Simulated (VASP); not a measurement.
Band structure of PdAu (space group R-3m). These are LDA (Ceperley-Alder, Perdew-Zunger) with spin-orbit coupling, VASP's LDA PAW potentials (set 64) (plane waves; VASP) values and carry that method's errors.

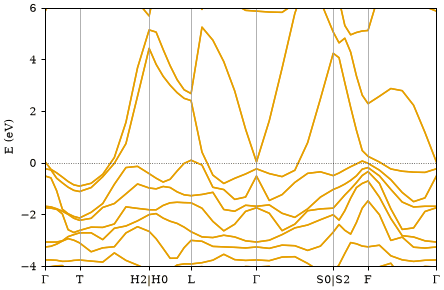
Bands along high-symmetry lines, zero at the valence-band maximum or, without a gap, the Fermi level

### Question
Read the plot: is there a gap, and where are the band edges?

### Answer
It has no gap at this level: it comes out as a metal or semimetal.

The structure comes from a computed database's PdAu entry (R-3m); how it stands against other phases isn't given here. It was relaxed first, which changed the volume by -6 %.
